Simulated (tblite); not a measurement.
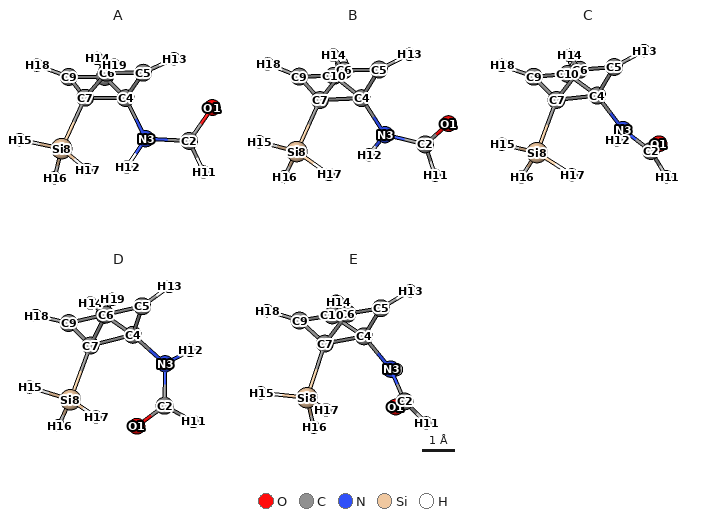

5 geometries from one relaxation of C₇H₉NOSi, in shuffled order. The picture is a ball-and-stick view, seen at a tilt.

Computed with GFN2-xTB geometry optimisation, gas phase in tblite. 

> Order the frames from highest to lowest energy.

A, B, C, E, D. They are steps 0, 96, 160, 202, 262, at +1.404 eV, +0.141 eV, +0.108 eV, +0.060 eV relative to the last. After 262 geometry steps the energy has fallen by 1.404 eV. The atom that moves furthest after the best rigid fit is O1 (3.46 Å). By element the largest moves are O 3.46 Å, H 2.87 Å, C 1.05 Å, N 0.89 Å, Si 0.35 Å. Among the contacts that change: O1–Si8 5.278 → 2.463 Å, C4–C7 1.460 → 1.567 Å, C2–N3 1.417 → 1.333 Å, C4–C10 1.444 → 1.516 Å. Bond angles that change, for instance: H16–Si8–H17 110.8° → 121.6°, N3–C4–C7 118.3° → 127.6°, C4–C7–Si8 118.6° → 127.8°. Groups turn about N3–C4 by about 165°. Cost: 2.4 s on 1 thread of Arm Neoverse V1, with other jobs on the host.
